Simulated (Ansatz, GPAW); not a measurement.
**Cutoff, mesh and smearing for a 6-layer slab of Os(0001)**

How do cutoff, mesh, smearing and the dipole layer change the work function of a 6-layer slab of Os(0001)?

Program: GPAW 26.7.0 and Ansatz 0.2.0. Level of theory: Ansatz plane waves; slab in vacuum with a dipole correction, relaxation, in the first sound run; inputs show where later runs differ. Results are calculated unless marked as measured.

## Step 1: The starting structure

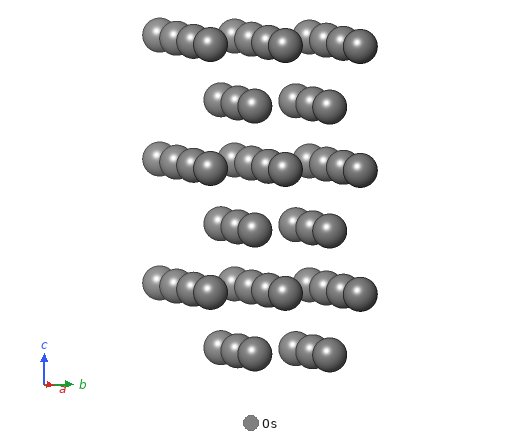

Start, viewed from the side, with the c axis up; osmium grey. 3×2×1 cells are drawn. Some periodic images of atoms are drawn too.

The cell holds 6 atoms: 6 Os. Its edges and angles: a = 2.740 Å, b = 2.740 Å, c = 28.816 Å, α = 90.0°, β = 90.0°, γ = 60.0°. Vacuum lies along c.

## Step 2: Relaxing the atoms

The atoms are relaxed first, since the surface dipole, and with it the work function, follows the positions of the outer layers. The lowest 3 atoms are held at bulk positions and keep their forces.

Input file input.yaml:

```yaml
crystal:
  lattice:
    - [2.74, 0.0, 0.0]
    - [1.37, 2.3729096064, 0.0]
    - [0.0, 0.0, 28.81615]
  atoms:
    - { symbol: Os, position: [0.6666666667, 0.6666666667, 0.3123248595] }
    - { symbol: Os, position: [0.0, 0.0, 0.3873949157] }
    - { symbol: Os, position: [0.6666666667, 0.6666666667, 0.4624649719] }
    - { symbol: Os, position: [0.0, 0.0, 0.5375350281] }
    - { symbol: Os, position: [0.6666666667, 0.6666666667, 0.6126050843] }
    - { symbol: Os, position: [0.0, 0.0, 0.6876751405] }
kpoints:
  mp_grid: { grid: [13, 13, 1] }
hamiltonian:
  xc: pbe
scf:
  occupations: { method: fermi_dirac, width: 0.1 }
efield:
  axis: 3
  dipole_correction: true
  ramp_width: 0.05
relax:
  f_tol: 0.02
  max_steps: 60
  constraints: [{ sites: [0, 1, 2] }]
output:
  write_potential: true
  write_density: true
  volumetric_format: npy
```

Command:

```sh
$ ansatz run input.yaml --threads 4 --pin off --max-ram 8192MiB --backend cpu --events-out ev --progress --plain --runs-dir out
```

Numbers of over 12 decimals in the logs are rounded to 6 here.

What it wrote:

```text
Engine: ansatz 0.2.0, aarch64-unknown-linux-gnu
Pseudopotentials: kind: paw
Pseudopotential: Os, paw, valence charge 16, recommended cutoff 420 eV (normal), Os.paw.azcp
Functional definition: PBE
  parameter kappa = 0.804
  parameter beta = 0.066725
  exchange = pbe_x(kappa = kappa, mu = beta*pi^2/3)
  correlation = pbe_c(beta = beta)
Crystal: 6 atoms, lattice volume = 187.356 Å³
Basis set: ecut = 420 eV, 3679 PW (Γ), exchange–correlation on 40×40×400 points (8 copies of the dense FFT grid, shifted against one another)
Bands: 58, of which v1, the nominal top of the filled ones, is band 48 counted from 1 (47 counted from 0)
Symmetry: 6 space group operations
k-points: 21 of 169 (time reversal used)
Non-local potential: Os, projectors of the file, l = 0: 3, l = 1: 2, l = 2: 2, l = 3: 1
PAW form: soft (Blöchl's): semilocal exchange-correlation on the pseudo side does not see the compensation charge
PAW one-centre angular grid: Os, 590 points (default); XC on 64 Gauss nodes
Initial density: superposition of atomic densities (neutral atoms: chi_scale 0, normalization atom), corrected by the library's trained network
Initial wavefunctions: pseudopotential atomic-orbital guess
Functional: x = pbe(κ = 0.804, μ = 0.219515), c = pbe(β = 0.066725)
SCF iter   1: F=—  HF=-68304.887735 eV  |F-HF|=—  |Δ(HF+E_count)|=         —  Δρ=7.44e-3  dr2=6.20e-1  ethr=1.77e-3  p=-0.000 e·Å  D=-1.36e-14 V/Å  ΔV_dip=0.00 eV  dr2_dipole=4.69e-7  V_vac-E_F(+/−)=5.37/5.37 eV  ⟨swp⟩=8.6  Hψ=5890  notcnv=0
efield: sawtooth ramp at fractional position 0.9750 (placed from the atoms, in the widest stretch of the axis that holds none; the zero of the levels goes with the place), width 0.0500; the density the first Hamiltonian is built on has a dipole p = -0.000 e·Å; the dipole correction subtracts the counter field D = -1.36e-14 V/Å, which shifts the + side's vacuum level by +0.00 eV against the − side's; the planar-averaged density in the ramp window peaks in size at 3.4e-5 e/Å³
preconditioner: auto → LDOS  [metal: Δε(μ)=0.035 eV  Ē_g=5.747 eV  σ=0.100 eV  W_gap=0.09  n_scr=22 (ndim 8)  ℏωp=18.8 eV  f_vac=0.498  D(μ)=4.67/eV (n_scr^D=18)  β→1.0]
SCF iter   2: F=—  HF=-68304.893481 eV  |F-HF|=—  |Δ(HF+E_count)|=   5.75e-3  Δρ=2.49e-3  dr2=2.65e-2  ethr=6.46e-4  p=-0.000 e·Å  D=-5.21e-5 V/Å  ΔV_dip=0.00 eV  dr2_dipole=7.65e-6  V_vac-E_F(+/−)=5.35/5.35 eV  ⟨swp⟩=2.2  Hψ=1701  notcnv=0
SCF iter   3: F=—  HF=-68304.889758 eV  |F-HF|=—  |Δ(HF+E_count)|=   3.72e-3  Δρ=1.12e-3  dr2=8.10e-3  ethr=2.76e-5  p=0.000 e·Å  D=5.95e-5 V/Å  ΔV_dip=-0.00 eV  dr2_dipole=7.07e-6  V_vac-E_F(+/−)=5.39/5.39 eV  ⟨swp⟩=3.2  Hψ=2688  notcnv=0
SCF iter   4: F=—  HF=-68304.888184 eV  |F-HF|=—  |Δ(HF+E_count)|=   1.57e-3  Δρ=2.50e-4  dr2=2.04e-4  ethr=8.43e-6  p=-0.000 e·Å  D=-5.64e-6 V/Å  ΔV_dip=0.00 eV  dr2_dipole=8.58e-8  V_vac-E_F(+/−)=5.37/5.37 eV  ⟨swp⟩=2.0  Hψ=1792  notcnv=0
SCF iter   5: F=—  HF=-68304.888159 eV  |F-HF|=—  |Δ(HF+E_count)|=   2.50e-5  Δρ=9.31e-5  dr2=4.07e-5  ethr=2.12e-7  p=0.000 e·Å  D=3.26e-6 V/Å  ΔV_dip=-0.00 eV  dr2_dipole=2.08e-8  V_vac-E_F(+/−)=5.36/5.36 eV  ⟨swp⟩=3.0  Hψ=2433  notcnv=0
SCF iter   6: F=-68304.888155 eV  HF=-68304.888161 eV  |F-HF|=5.42e-6  |Δ(HF+E_count)|=   1.74e-6  Δρ=3.27e-5  dr2=8.84e-6  ethr=1.04e-8  p=0.000 e·Å  D=2.10e-6 V/Å  ΔV_dip=-0.00 eV  dr2_dipole=1.07e-8  V_vac-E_F(+/−)=5.36/5.36 eV  ⟨swp⟩=13.9  Hψ=11755  notcnv=0
SCF 1 converged in 6 iterations: F = -68304.888155 eV  dr2 = 8.84e-6
  Residual-converged pass: ⟨swp⟩=1.0  Hψ=1303  notcnv=0  max |occ|·‖R‖ = 7.0e-9 eV (tolerance 1.0e-8 eV)  dr2=8.84e-6  dr2_onsite=2.42e-8  max |Δocc| = 6.6e-11
  greatest PAW one-centre occupation: 1.000 electrons in one spin orbital (limit 2), on the Os atom at site 1 (counted from 0), in its partial waves of l = 0
relax step   1: F+E_penalty+E_count = -68304.88815538 eV  Δ(F+E_penalty+E_count) = +0.000e0 eV  max|allowed force component| = 9.305e-1 eV/Å  Δτ_max = 0.0000 Å  (6 SCF iters, dr2 threshold 1.00e-5 eV, accepted)
Initial density: handed on by an earlier stage of this run
Initial wavefunctions: those handed on with the density
iter 1 solved again at ethr=2.07e-4 eV; its pass at ethr=3.10e-3 eV (dr2=1.99e-1 eV) is discarded
SCF iter   1: F=—  HF=-68304.856447 eV  |F-HF|=—  |Δ(HF+E_count)|=         —  Δρ=5.63e-3  dr2=1.68e-1  ethr=2.07e-4  p=0.000 e·Å  D=3.66e-6 V/Å  ΔV_dip=-0.00 eV  dr2_dipole=5.04e-2  V_vac-E_F(+/−)=5.34/5.34 eV  ⟨swp⟩=2.0  Hψ=4543  notcnv=0
efield: sawtooth ramp at fractional position 0.9750 (handed on by an earlier solve), width 0.0500; the density the first Hamiltonian is built on has a dipole p = 0.000 e·Å; the dipole correction subtracts the counter field D = 3.66e-6 V/Å, which shifts the + side's vacuum level by -0.00 eV against the − side's; the planar-averaged density in the ramp window peaks in size at 7.0e-6 e/Å³
preconditioner: auto → LDOS  [metal: Δε(μ)=0.097 eV  Ē_g=5.792 eV  σ=0.100 eV  W_gap=0.23  n_scr=22 (ndim 8)  ℏωp=18.8 eV  f_vac=0.500  D(μ)=4.16/eV (n_scr^D=18)  β→1.0]
SCF iter   2: F=—  HF=-68304.859369 eV  |F-HF|=—  |Δ(HF+E_count)|=   2.92e-3  Δρ=3.97e-3  dr2=1.18e-1  ethr=1.75e-4  p=0.007 e·Å  D=7.20e-3 V/Å  ΔV_dip=-0.21 eV  dr2_dipole=5.27e-5  V_vac-E_F(+/−)=5.18/5.39 eV  ⟨swp⟩=2.9  Hψ=2107  notcnv=0
SCF iter   3: F=—  HF=-68304.841371 eV  |F-HF|=—  |Δ(HF+E_count)|=   1.80e-2  Δρ=1.06e-3  dr2=6.28e-3  ethr=1.22e-4  p=0.005 e·Å  D=4.44e-3 V/Å  ΔV_dip=-0.13 eV  dr2_dipole=5.05e-5  V_vac-E_F(+/−)=5.25/5.38 eV  ⟨swp⟩=2.3  Hψ=2025  notcnv=0
SCF iter   4: F=—  HF=-68304.839713 eV  |F-HF|=—  |Δ(HF+E_count)|=   1.66e-3  Δρ=2.44e-4  dr2=1.70e-4  ethr=6.54e-6  p=0.006 e·Å  D=5.32e-3 V/Å  ΔV_dip=-0.15 eV  dr2_dipole=9.05e-7  V_vac-E_F(+/−)=5.24/5.39 eV  ⟨swp⟩=3.0  Hψ=2282  notcnv=0
SCF iter   5: F=—  HF=-68304.839709 eV  |F-HF|=—  |Δ(HF+E_count)|=   4.30e-6  Δρ=1.01e-4  dr2=1.95e-5  ethr=5.64e-8  p=0.006 e·Å  D=5.44e-3 V/Å  ΔV_dip=-0.16 eV  dr2_dipole=2.35e-7  V_vac-E_F(+/−)=5.23/5.39 eV  ⟨swp⟩=12.4  Hψ=12931  notcnv=0
SCF iter   6: F=-68304.839714 eV  HF=-68304.839720 eV  |F-HF|=5.13e-6  |Δ(HF+E_count)|=   1.08e-5  Δρ=4.54e-5  dr2=9.06e-6  ethr=2.03e-8  p=0.006 e·Å  D=5.60e-3 V/Å  ΔV_dip=-0.16 eV  dr2_dipole=1.96e-10  V_vac-E_F(+/−)=5.23/5.39 eV  ⟨swp⟩=13.9  Hψ=11397  notcnv=0
SCF 2 converged in 6 iterations: F = -68304.839714 eV  dr2 = 9.06e-6
  Residual-converged pass: ⟨swp⟩=1.0  Hψ=1302  notcnv=0  max |occ|·‖R‖ = 7.0e-9 eV (tolerance 1.0e-8 eV)  dr2=9.06e-6  dr2_onsite=4.96e-8  max |Δocc| = 7.7e-11
[...]
preconditioner: auto → LDOS  [metal: Δε(μ)=0.054 eV  Ē_g=5.746 eV  σ=0.100 eV  W_gap=0.14  n_scr=22 (ndim 8)  ℏωp=18.8 eV  f_vac=0.497  D(μ)=4.41/eV (n_scr^D=18)  β→1.0]
SCF iter   2: F=—  HF=-68304.936074 eV  |F-HF|=—  |Δ(HF+E_count)|=   1.87e-3  Δρ=1.93e-3  dr2=2.67e-2  ethr=4.37e-5  p=0.002 e·Å  D=1.82e-3 V/Å  ΔV_dip=-0.05 eV  dr2_dipole=7.96e-5  V_vac-E_F(+/−)=5.33/5.38 eV  ⟨swp⟩=3.2  Hψ=2478  notcnv=0
SCF iter   3: F=—  HF=-68304.931814 eV  |F-HF|=—  |Δ(HF+E_count)|=   4.26e-3  Δρ=5.98e-4  dr2=2.08e-3  ethr=2.78e-5  p=0.003 e·Å  D=3.32e-3 V/Å  ΔV_dip=-0.10 eV  dr2_dipole=1.12e-4  V_vac-E_F(+/−)=5.28/5.38 eV  ⟨swp⟩=2.0  Hψ=1837  notcnv=0
SCF iter   4: F=—  HF=-68304.931351 eV  |F-HF|=—  |Δ(HF+E_count)|=   4.63e-4  Δρ=1.27e-4  dr2=6.87e-5  ethr=2.17e-6  p=0.003 e·Å  D=2.82e-3 V/Å  ΔV_dip=-0.08 eV  dr2_dipole=1.55e-5  V_vac-E_F(+/−)=5.29/5.37 eV  ⟨swp⟩=3.0  Hψ=2201  notcnv=0
SCF iter   5: F=—  HF=-68304.931310 eV  |F-HF|=—  |Δ(HF+E_count)|=   4.11e-5  Δρ=5.08e-5  dr2=8.80e-6  ethr=7.16e-8  p=0.003 e·Å  D=2.71e-3 V/Å  ΔV_dip=-0.08 eV  dr2_dipole=6.63e-7  V_vac-E_F(+/−)=5.30/5.37 eV  ⟨swp⟩=2.6  Hψ=2173  notcnv=0
SCF iter   6: F=—  HF=-68304.931311 eV  |F-HF|=—  |Δ(HF+E_count)|=   9.57e-7  Δρ=2.15e-5  dr2=1.83e-6  ethr=9.17e-9  p=0.003 e·Å  D=2.64e-3 V/Å  ΔV_dip=-0.08 eV  dr2_dipole=5.67e-9  V_vac-E_F(+/−)=5.30/5.37 eV  ⟨swp⟩=2.8  Hψ=2198  notcnv=0
SCF iter   7: F=—  HF=-68304.931311 eV  |F-HF|=—  |Δ(HF+E_count)|=   4.49e-7  Δρ=8.56e-6  dr2=3.29e-7  ethr=1.91e-9  p=0.003 e·Å  D=2.60e-3 V/Å  ΔV_dip=-0.07 eV  dr2_dipole=3.24e-10  V_vac-E_F(+/−)=5.30/5.37 eV  ⟨swp⟩=2.3  Hψ=1794  notcnv=0
SCF iter   8: F=-68304.931311 eV  HF=-68304.931311 eV  |F-HF|=9.50e-9  |Δ(HF+E_count)|=   6.46e-8  Δρ=3.27e-6  dr2=5.57e-8  ethr=1.04e-10  p=0.003 e·Å  D=2.58e-3 V/Å  ΔV_dip=-0.07 eV  dr2_dipole=8.01e-10  V_vac-E_F(+/−)=5.30/5.37 eV  ⟨swp⟩=12.1  Hψ=10031  notcnv=0
SCF 3 converged in 8 iterations: F = -68304.931311 eV  dr2 = 5.57e-8
relax step   3: F+E_penalty+E_count = -68304.93131115 eV  Δ(F+E_penalty+E_count) = -4.316e-2 eV  max|allowed force component| = 1.142e-1 eV/Å  Δτ_max = 0.0545 Å  (8 SCF iters, accepted)
[...]
relax step   4: F+E_penalty+E_count = -68304.93191990 eV  Δ(F+E_penalty+E_count) = -6.088e-4 eV  max|allowed force component| = 3.703e-3 eV/Å  Δτ_max = 0.0134 Å  (5 SCF iters, dr2 threshold 8.15e-7 eV, accepted)
iter 1 solved again at ethr=5.30e-10 eV; its pass at ethr=3.10e-3 eV (dr2=5.09e-7 eV) is discarded
SCF iter   1: F=—  HF=-68304.931895 eV  |F-HF|=—  |Δ(HF+E_count)|=         —  Δρ=1.39e-5  dr2=5.09e-7  ethr=5.30e-10  p=0.002 e·Å  D=2.27e-3 V/Å  ΔV_dip=-0.07 eV  dr2_dipole=3.85e-12  V_vac-E_F(+/−)=5.31/5.37 eV  ⟨swp⟩=1.2  Hψ=2992  notcnv=0
efield: sawtooth ramp at fractional position 0.9750 (handed on by an earlier solve), width 0.0500; the density the first Hamiltonian is built on has a dipole p = 0.002 e·Å; the dipole correction subtracts the counter field D = 2.27e-3 V/Å, which shifts the + side's vacuum level by -0.07 eV against the − side's; the planar-averaged density in the ramp window peaks in size at 7.5e-6 e/Å³
preconditioner: auto → LDOS  [metal: Δε(μ)=0.058 eV  Ē_g=5.739 eV  σ=0.100 eV  W_gap=0.14  n_scr=22 (ndim 8)  ℏωp=18.8 eV  f_vac=0.495  D(μ)=4.43/eV (n_scr^D=18)  β→1.0]
SCF iter   2: F=—  HF=-68304.931920 eV  |F-HF|=—  |Δ(HF+E_count)|=   2.56e-5  Δρ=1.25e-5  dr2=1.01e-6  ethr=5.30e-10  p=0.002 e·Å  D=2.29e-3 V/Å  ΔV_dip=-0.07 eV  dr2_dipole=5.71e-9  V_vac-E_F(+/−)=5.31/5.37 eV  ⟨swp⟩=2.4  Hψ=2215  notcnv=0
SCF iter   3: F=-68304.931920 eV  HF=-68304.931920 eV  |F-HF|=2.04e-8  |Δ(HF+E_count)|=   1.69e-7  Δρ=3.39e-6  dr2=5.41e-8  ethr=1.04e-10  p=0.002 e·Å  D=2.28e-3 V/Å  ΔV_dip=-0.07 eV  dr2_dipole=1.71e-9  V_vac-E_F(+/−)=5.31/5.37 eV  ⟨swp⟩=10.4  Hψ=10675  notcnv=0
SCF 5 converged in 3 iterations: F = -68304.931920 eV  dr2 = 5.41e-8
relax step   5: F+E_penalty+E_count = -68304.93192010 eV  Δ(F+E_penalty+E_count) = -2.018e-7 eV  max|allowed force component| = 3.663e-3 eV/Å  Δτ_max = 0.0000 Å  (3 SCF iters, accepted)
NSCF: frozen V_eff on 21 k-points
the band table was solved once a step of the walk had ended and its energy, with any forces and stress, was formed, with the checks that follow a solve (5397 applications of the Hamiltonian). They found nothing against the state; the energy, forces and stress were not computed again (output.eigenvalues in the input reference)
WARN: The output density's exchange-correlation potential varies sharply where the density is thin. Do not read a vacuum level from v_tot or v_xc, or from such a field of the output density. On a cell that repeats whose density bears no net charge and no dipole along the vacuum's axis use v_es (v_loc + v_h of the components); under efield.dipole_correction with no amplitude use v_es + v_field, which holds any externa [...]
SCF converged after 3 iterations
Free energy (F): -68304.931920 eV
Harris-Foulkes:  -68304.931920 eV  (|F-HF|=2.04e-8)
Internal energy: -68304.782392 eV  (E = F + TS)
E sigma→0 (E₀):  -68304.857156 eV
Entropy (-TS):   -0.149528 eV (-24.921 meV/atom)
Fermi energy:    8.757518 eV
Dipole field:    D = 0.002341 V/Å  (p = 0.002424 e·Å, saw-weighted, corrected)
Work function:   Φ+ = 5.3047 eV   Φ− = 5.3722 eV
Levels:          The Fermi level and band energies are counted from a zero that moves with the ramp; work functions are not
--- Per-component energies (eV) ---
  E_band       = -2031.185310
  E_kinetic    = 3365.717668
  E_local      = -192684.154163  (includes V_loc(G=0)·N_el)
  E_nonlocal   = -11.845675
  E_hartree    = 95127.341959
  E_xc         = -1596.818807
  E_vxc        = -1699.641233  (∫ρ·V_xc dr)
  E_paw        = -54070.053316  (= ΣΔE_a)
  E_vpaw       = -1255.949346  (= ΣTr[D̂ρ^β])
  E_aug_tail   = -0.000514  (compensation charges beyond the density's cutoff)
  E_efield     = 0.000003  (sawtooth field / dipole correction)
  E_vefield    = -0.003727  (∫n·V_field dr)
  E_ewald      = 81565.030454
  E_smearing   = -0.149528  (= −TS)
  E_closure    = -0.000000  (closes the sum)
  Σ components = -68304.931920   (vs F -68304.931920, Δ=0.00e0)
--- Forces (eV/Å), atoms counted from 1 ---
  atom   1  Os     0.00000000    -0.00000000     0.85652451
  atom   2  Os    -0.00000000     0.00000000    -0.80551370
  atom   3  Os    -0.00000000    -0.00000000    -0.04649195
  atom   4  Os     0.00000000     0.00000000     0.00088589
  atom   5  Os     0.00000000    -0.00000000    -0.00366280
  atom   6  Os     0.00000000     0.00000000    -0.00182843
  max |Σ_I F_I| component: 8.65e-5 eV/Å
--- Band table (eV; the first three rows and the last of 21) ---
  k-point 0: bands = [... 44 lower, 6.5868, 6.5868, 6.8788, 7.6519, 7.6519, 8.3757, 8.3757, 8.5402, ... 6 higher]
  k-point 1: bands = [... 44 lower, 6.5980, 6.7581, 6.9182, 7.4698, 7.5663, 8.0228, 8.2583, 8.3064, ... 6 higher]
  k-point 2: bands = [... 44 lower, 6.6774, 6.9696, 7.0649, 7.2344, 7.4185, 7.6428, 8.0301, 8.2562, ... 6 higher]
  k-point 20: bands = [... 44 lower, 7.2697, 7.7949, 9.0357, 9.5882, 9.6555, 10.0259, 10.1992, 10.3935, ... 6 higher]
--- Relaxed structure (5 steps of the walk, 4 accepted, 0 SCFs on fresh bases) ---
  F+E_penalty+E_count = -68304.93192010 eV   max|allowed force component| = 3.663e-3 eV/Å
  atoms:
    - { symbol: Os, position: [0.666667, 0.666667, 0.3123248595] }
    - { symbol: Os, position: [0.0, 0.0, 0.3873949157] }
    - { symbol: Os, position: [0.666667, 0.666667, 0.462465] }
    - { symbol: Os, position: [1.3321468750959464e-18, 0, 0.539246] }
    - { symbol: Os, position: [0.666667, 0.666667, 0.614687] }
    - { symbol: Os, position: [-2.6080202157573694e-19, 0, 0.687340] }
```

Elapsed: 21 s, on 4 threads of Arm Neoverse V2, shared host; peak memory 0.58 GiB.

Step by step:

```tsv
step	energy less that of the first step (eV)	largest force component (eV/Å)
1	0.0000	0.9305
2	0.0484	1.7456
3	-0.0432	0.1142
4	-0.0438	0.0037
5	-0.0438	0.0037
```

Relaxation step 2 was tried and not accepted.

The run keeps the 6 symmetry operations that it works with, so distortions that break them were not tested.

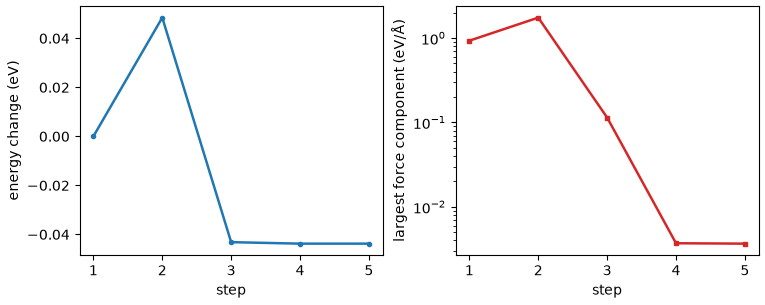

Energy and largest force along the relaxation.

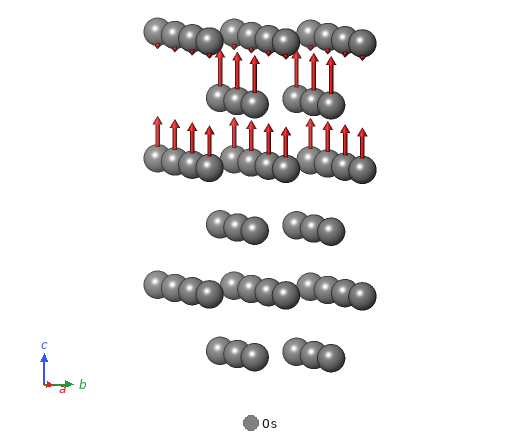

Displacements in the relaxation, exaggerated; the longest in the cell stands for 0.06 Å. 3×2×1 cells are drawn. Some periodic images of atoms are drawn too.

The atoms that moved most (Å):

```tsv
atom	dx	dy	dz	length
Os5	0.000	0.000	0.060	0.060
Os4	0.000	0.000	0.049	0.049
Os6	0.000	0.000	-0.010	0.010
```

Final coordinates:

```cif
data_structure
_symmetry_space_group_name_H-M 'P 1'
_symmetry_Int_Tables_number 1
_cell_length_a 2.7400
_cell_length_b 2.7400
_cell_length_c 28.8162
_cell_angle_alpha 90.000
_cell_angle_beta 90.000
_cell_angle_gamma 60.000
_cell_volume 187.36
loop_
_atom_site_label
_atom_site_type_symbol
_atom_site_fract_x
_atom_site_fract_y
_atom_site_fract_z
_atom_site_occupancy
Os1 Os 0.66667 0.66667 0.31232 1
Os2 Os 0.00000 0.00000 0.38739 1
Os3 Os 0.66667 0.66667 0.46246 1
Os4 Os 0.00000 0.00000 0.53925 1
Os5 Os 0.66667 0.66667 0.61469 1
Os6 Os 0.00000 0.00000 0.68734 1
```

This step gave:

- free energy: -68304.9319 eV
- smearing term TS: 0.1495 eV
- symmetry operations: 6
- upper work function: 5.305 eV
- lower work function: 5.372 eV
- dipole along the normal: 0.002424 e·Å
- dipole field: 0.002341 V/Å
- vacuum level above: 14.06 eV
- vacuum level below: 14.13 eV

The electrostatic potential energy of an electron (with the applied field's), less the Fermi level, planar mean oscillates, so the rows of the table below give means over windows of 2.16 Å about each position, cut where the curve ends. Its maxima inside the range that stand out by 2 % of the span (Å: eV): 10.1: -2.78, 12.2: -2.99, 14.4: -2.47, 16.6: -3.04, 18.7: -3.79. Its minima: 8.9: -21.4, 11.1: -22.1, 13.3: -21.9, 15.6: -22.1, 17.7: -22.3, 19.7: -21.6.

Electrostatic potential energy of an electron (with the applied field's), less the Fermi level, planar mean against z; means over each step:

```tsv
z (Å)	electrostatic potential energy of an electron (with the applied field's), less the Fermi level, planar mean (eV)
1.08	5.37
3.24	5.37
5.40	5.35
7.56	0.106
9.72	-12.7
11.88	-13.0
14.04	-12.5
16.20	-12.9
18.36	-13.6
20.52	-8.40
22.68	5.16
24.84	5.30
27.00	5.31
```

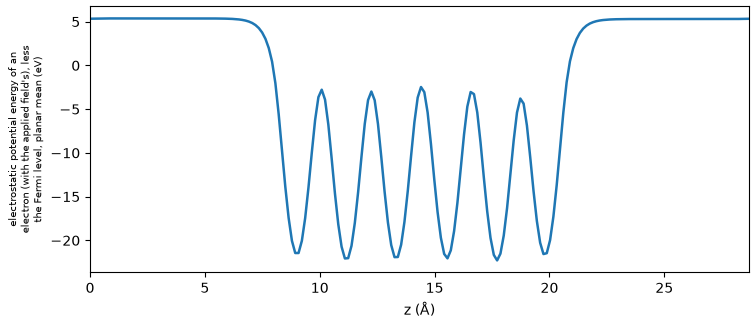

Electrostatic potential energy of an electron (with the applied field's), less the Fermi level, planar mean against z.

The valence density, planar mean oscillates, so the rows of the table below give means over windows of 2.16 Å about each position, cut where the curve ends. Its maxima inside the range that stand out by 2 % of the span (Å: e/Å³): 8.9: 1.99, 11.1: 2.00, 13.4: 1.99, 15.6: 2.01, 17.7: 2.02, 19.7: 2.00. Its minima: 10.1: 0.420, 12.2: 0.417, 14.4: 0.387, 16.6: 0.415, 18.7: 0.463.

The valence density, planar mean by z; means over each step:

```tsv
z (Å)	valence density, planar mean (e/Å³)
3.24	2.7e-6
5.40	7.8e-4
7.56	0.264
9.72	1.14
11.88	1.14
14.04	1.10
16.20	1.13
18.36	1.18
20.52	0.876
22.68	0.00521
24.84	2.0e-5
```

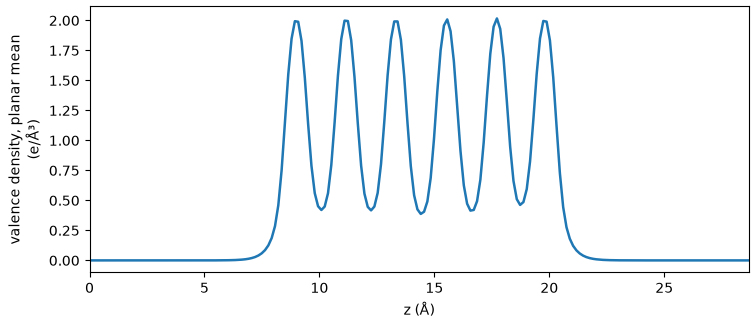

Valence density, planar mean, plotted against z.

The relaxation lowered the energy of the cell by 0.0438 eV.

[end of part 1 of 3]

[Logs are printed without paths, hosts, clocks, repeated set-up lines and the standing remarks that a program may print on its own settings, such as how far it seeks lower states.]

[Hosts, paths, dates, database ids (printed as entryN), source tags and the programs' standing remarks are cut or masked in the printed files.]
